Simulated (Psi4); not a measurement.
# singlet [GaH2O2]−: levels of theory compared

Aim: a comparison of 3 runs (HF/3-21G, wB97X-V/def2-SVPD, MP3/def2-SVPD) of singlet [GaH2O2]−. 

Program for the calculation: Psi4 1.11.

### Step 1. The structure to begin with

[GaH2O2]− has 5 atoms, charge -1, and is taken as a singlet. SMILES of the parent species: `[OH][Ga][OH]`. The coordinates come from a PBE0-D4/def2-TZVP relaxation. This is one conformer, not always the lowest. That shape belongs to the parent species and isn't relaxed for this state.

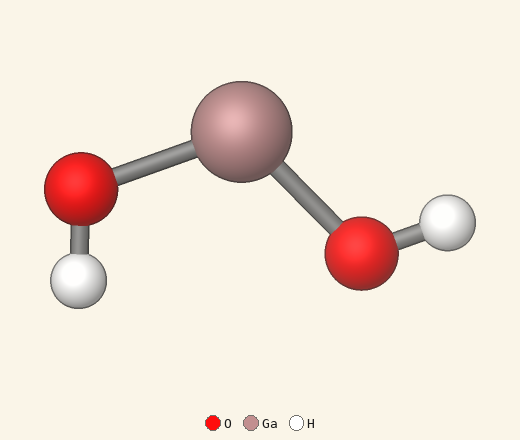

Viewed from a chosen angle; oxygen red, gallium pink, hydrogen white.

### Step 2. A single-point energy at HF/3-21G (run 1)

input.json

```json
{
 "schema_name": "qcschema_input",
 "schema_version": 1,
 "molecule": {
  "schema_name": "qcschema_molecule",
  "schema_version": 2,
  "symbols": ["O", "Ga", "O", "H", "H"],
  "geometry": [-0.7003325, 0.04081808, -2.40826697, -0.58902763, -1.42447555, 0.66820716, 1.16822869, 0.29271858, 3.00674324, -1.63914844, -0.87796676, -3.65945464, 1.85476619, 1.82963283, 2.31434758],
  "molecular_charge": -1,
  "molecular_multiplicity": 1,
  "fix_symmetry": "c1",
  "fix_com": true,
  "fix_orientation": true
 },
 "driver": "energy",
 "model": {
  "method": "scf",
  "basis": "3-21G"
 },
 "keywords": {
  "puream": true,
  "e_convergence": 1e-09,
  "d_convergence": 1e-08,
  "scf_type": "pk",
  "scf_properties": ["DIPOLE", "MAYER_INDICES", "LOWDIN_CHARGES"]
 }
}
```

Command:

```console
$ psi4 --qcschema input.json -n 1 --memory 2200MB
```

stdout:

```text
[...]
  Running in c1 symmetry.
[...]
  Nuclear repulsion =  182.431292315846804
[...]
  Multiplicity = 1
[...]
  Nalpha       = 25
  Nbeta        = 25
[...]
    Number of basis functions: 44
[...]
   @RHF iter   1: -2063.45614157934915   -4.74531e+00   1.76141e-02 ADIIS/DIIS
[...]
   @RHF iter  11: -2063.94310354265008   -2.27374e-12   6.45043e-09 DIIS
[...]
    Orbital Energies [Eh]
    ---------------------
    Doubly Occupied:
       1A   -376.160285     2A    -47.690280     3A    -41.949411
       4A    -41.948290     5A    -41.947870     6A    -20.192595
       7A    -20.179027     8A     -6.078148     9A     -4.154751
      10A     -4.150421    11A     -4.150173    12A     -1.072489
      13A     -1.058523    14A     -0.835565    15A     -0.834229
      16A     -0.833994    17A     -0.830168    18A     -0.825152
      19A     -0.421679    20A     -0.395042    21A     -0.292856
      22A     -0.260871    23A     -0.260237    24A     -0.231605
      25A     -0.023133
[...]
  @RHF Final Energy: -2063.94310354265008
   => Energetics <=
    Nuclear Repulsion Energy =            182.4312923158468038
    One-Electron Energy =               -3259.1952074973069102
    Two-Electron Energy =                1012.8208116388099143
    Total Energy =                      -2063.9431035426500785
[...]
 Multipole Moments:
 ------------------------------------------------------------------------------------
     Multipole            Electronic (a.u.)      Nuclear  (a.u.)        Total (a.u.)
 ------------------------------------------------------------------------------------
 L = 1.  Multiply by 2.5417464519 to convert [e a0] to [Debye]
 Dipole X            :         14.9738616          -14.3010693            0.6727924
 Dipole Y            :         42.3930840          -40.5387827            1.8543013
 Dipole Z            :        -25.3601591           24.1571251           -1.2030340
 Magnitude           :                                                    2.3104921
[...]
```

The result, in JSON:

```text
{
 "driver": "energy",
 "model": {
  "method": "scf",
  "basis": "3-21G"
 },
 "success": true,
 "return_result": -2063.94310354265,
 "properties": {
  "calcinfo_nbasis": 44,
  "calcinfo_nmo": 44,
  "calcinfo_nalpha": 25,
  "calcinfo_nbeta": 25,
  "calcinfo_natom": 5,
  "nuclear_repulsion_energy": 182.4312923158468,
  "return_energy": -2063.94310354265,
  "scf_one_electron_energy": -3259.195207497307,
  "scf_two_electron_energy": 1012.8208116388099,
  "scf_dipole_moment": [0.6727923522374724, 1.854301289074911, -1.2030339927311218],
  "scf_total_energy": -2063.94310354265,
  "scf_iterations": 11
 }
}
```

It took 2.2 s on 1 thread of Intel Xeon Platinum 8259CL at 2.50GHz (Skylake/Cascade Lake), shared host; peak memory 0.2 GiB.

### Step 3. A single-point energy at wB97X-V/def2-SVPD (run 2)

input.in

```
memory 2.2 GB

molecule molecule1 {
  -1 1
  O     -0.70033250     0.04081808    -2.40826697
  Ga    -0.58902763    -1.42447555     0.66820716
  O      1.16822869     0.29271858     3.00674324
  H     -1.63914844    -0.87796676    -3.65945464
  H      1.85476619     1.82963283     2.31434758
  units au
  symmetry c1
  no_reorient
  no_com
}

set basis def2-SVPD
set puream true
set e_convergence 1e-09
set d_convergence 1e-08
set scf_type pk
set dft_radial_points 99
set dft_spherical_points 590

energy_value, wavefunction = energy('wb97x-v', return_wfn=True)
```

Command:

```console
$ psi4 -n 1 input.in input.out
```

input.out:

```text
[...]
  Running in c1 symmetry.
[...]
  Nuclear repulsion =  182.431292315846804
[...]
  Multiplicity = 1
[...]
  Nalpha       = 25
  Nbeta        = 25
[...]
    Number of basis functions: 100
[...]
   @RKS iter   1: -2074.14347120094044   -2.33567e+00   2.56940e-02 DIIS/ADIIS
[...]
   @RKS iter  14: -2076.00564499991833   -1.45519e-11   5.92849e-09 DIIS
[...]
    Orbital Energies [Eh]
    ---------------------
    Doubly Occupied:
       1A   -372.117203     2A    -45.698945     3A    -40.456345
       4A    -40.454322     5A    -40.453525     6A    -19.016393
       7A    -19.012736     8A     -5.362418     9A     -3.651708
      10A     -3.645935    11A     -3.645393    12A     -0.895994
      13A     -0.888319    14A     -0.705527    15A     -0.704660
      16A     -0.704079    17A     -0.701877    18A     -0.697700
      19A     -0.408905    20A     -0.379638    21A     -0.279004
      22A     -0.247667    23A     -0.240559    24A     -0.216933
      25A     -0.062998
[...]
  @RKS Final Energy: -2076.00564499991833
   => Energetics <=
    Nuclear Repulsion Energy =            182.4312923158468038
    One-Electron Energy =               -3267.2082396874675396
    Two-Electron Energy =                1079.8630766891028543
    DFT Exchange-Correlation Energy =     -71.2979869674020250
    Empirical Dispersion Energy =           0.0000000000000000
    VV10 Nonlocal Energy =                  0.2062126500011582
    Total Energy =                      -2076.0056449999183315
[...]
 Multipole Moments:
 ------------------------------------------------------------------------------------
     Multipole            Electronic (a.u.)      Nuclear  (a.u.)        Total (a.u.)
 ------------------------------------------------------------------------------------
 L = 1.  Multiply by 2.5417464519 to convert [e a0] to [Debye]
 Dipole X            :         14.7985653          -14.3010693            0.4974961
 Dipole Y            :         42.0240721          -40.5387827            1.4852894
 Dipole Z            :        -25.2258114           24.1571251           -1.0686864
 Magnitude           :                                                    1.8962272
[...]
```

Run time: 1.7 min. Hardware: 1 thread of Intel Xeon Platinum 8259CL at 2.50GHz (Skylake/Cascade Lake), shared host; peak memory 1.2 GiB.

### Step 4. A single-point energy at MP3/def2-SVPD (run 3)

run.py

```python
import psi4

psi4.set_memory(2200000000)
psi4.set_num_threads(1)
psi4.core.set_output_file('run.log', False)

molecule = psi4.geometry("""
-1 1
O     -0.370600     0.021600    -1.274400
Ga    -0.311700    -0.753800     0.353600
O      0.618200     0.154900     1.591100
H     -0.867400    -0.464600    -1.936500
H      0.981500     0.968200     1.224700
symmetry c1
no_reorient
no_com
""")

options = {'puream': True, 'e_convergence': 1e-09, 'd_convergence': 1e-08, 'scf_type': 'pk', 'num_frozen_docc': 11, 'mp_type': 'conv'}
psi4.set_options(options)

e = psi4.energy('mp3/def2-SVPD', molecule=molecule)
print(f'mp3/def2-SVPD energy: {e:.10f} Eh')
for k, v in sorted(psi4.core.scalar_variables().items()):
    print(f'{k:45s} {v:18.10f}')
```

Command:

```console
$ python run.py
```

run.log:

```text
[...]
  Running in c1 symmetry.
[...]
  Nuclear repulsion =  182.431292115847441
[...]
  Multiplicity = 1
[...]
  Nalpha       = 25
  Nbeta        = 25
[...]
    Number of basis functions: 100
[...]
   @RHF iter   1: -2072.31945782091316   -3.46244e+00   2.31767e-02 DIIS/ADIIS
[...]
   @RHF iter  13: -2073.83728882411424   -5.45697e-12   5.41253e-09 DIIS
[...]
    Orbital Energies [Eh]
    ---------------------
    Doubly Occupied:
       1A   -378.549619     2A    -47.916574     3A    -42.257645
       4A    -42.256034     5A    -42.255106     6A    -20.348079
       7A    -20.344024     8A     -6.161082     9A     -4.257531
      10A     -4.254043    11A     -4.253379    12A     -1.100226
      13A     -1.094934    14A     -0.967587    15A     -0.965504
      16A     -0.963977    17A     -0.959712    18A     -0.952023
      19A     -0.474670    20A     -0.451435    21A     -0.347272
      22A     -0.317008    23A     -0.306125    24A     -0.285415
      25A     -0.052048
[...]
  @RHF Final Energy: -2073.83728882411424
   => Energetics <=
    Nuclear Repulsion Energy =            182.4312921158474410
    One-Electron Energy =               -3268.3550629011842830
    Two-Electron Energy =                1012.0864819612224892
    Total Energy =                      -2073.8372888241142391
[...]
 Multipole Moments:
 ------------------------------------------------------------------------------------
     Multipole            Electronic (a.u.)      Nuclear  (a.u.)        Total (a.u.)
 ------------------------------------------------------------------------------------
 L = 1.  Multiply by 2.5417464519 to convert [e a0] to [Debye]
 Dipole X            :         14.8908636          -14.3010694            0.5897942
 Dipole Y            :         42.2180231          -40.5387828            1.6792403
 Dipole Z            :        -25.2959777           24.1571250           -1.1388527
 Magnitude           :                                                    2.1129815
[...]
	SCS-MP2 Total Energy (a.u.)        : -2074.43780176293558
	SOS-MP2 Total Energy (a.u.)        : -2074.42145378458144
[...]
	SOS-PI-MP2 Total Energy (a.u.)     : -2074.46638955077105
[...]
	MP2 Total Energy (a.u.)            : -2074.47049771964475
[...]
	SCS-MP3 Total Energy (a.u.)        : -2074.43244351812564
[...]
	MP3 Total Energy (a.u.)            : -2074.44906474040454
[...]
```

Run time: 14 s. Hardware: 1 thread of Intel Xeon Platinum 8259CL at 2.50GHz (Skylake/Cascade Lake), shared host; peak memory 0.78 GiB.

### Step 5. Overview of the runs

| run | level | properties | integration grid | energy (Eh) | HOMO energy (eV) | LUMO energy (eV) | HOMO–LUMO gap (eV) | wall time |
| --- | --- | --- | --- | --- | --- | --- | --- | --- |
| 1 | HF/3-21G | (dipole, mayer, lowdin) | – | -2063.943104 | -0.63 | 7.69 | 8.32 | 2.2 s |
| 2 | wB97X-V/def2-SVPD | – | 99 radial × 590 angular | -2076.005645 | -1.71 | 5.67 | 7.39 | 1.7 min |
| 3 | MP3/def2-SVPD | – | – | -2074.449065 | -1.42 | 5.93 | 7.35 | 14 s |

### Step 6. What came out

```
                                                    quantity           value
                                         run 3: total energy  -2074.44906 Eh
                  run 3: HOMO energy (Hartree–Fock orbitals)        -1.42 eV
                  run 3: LUMO energy (Hartree–Fock orbitals)         5.93 eV
run 3: HOMO–LUMO gap (to an unbound level, set by the basis)         7.35 eV
         run 3: correlation energy (11 core orbitals frozen)      -611.8 mEh
```

All runs together took 2 min, the longest 1.7 min.
